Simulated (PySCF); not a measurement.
SMILES [OH][In]([OH])[F] (H2FInO2) at its PBE0/def2-SVP optimised geometry (Å):

```
6

In    -0.5391    -0.0003     0.0000
F      1.4244    -0.0003     0.0000
O     -1.4244     1.7665     0.0000
H     -0.7624     2.4695    -0.0023
O     -1.4240    -1.7674     0.0004
H     -0.7611    -2.4695     0.0008
```

Computed with PySCF with PBE0/def2-TZVP, def2 effective core potentials past Kr. The core electrons that the potentials of In replace are not part of the density.

Map of the log10 of the electron density (e/bohr³), floored at −4 on the plane z = 0.8 Å:

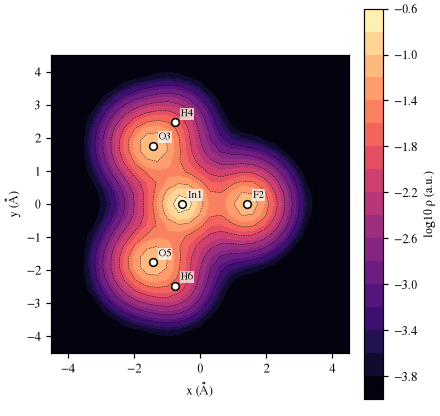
Fig. 1. Log10 of the electron density (e/bohr³), floored at −4 on the plane z = 0.8 Å.
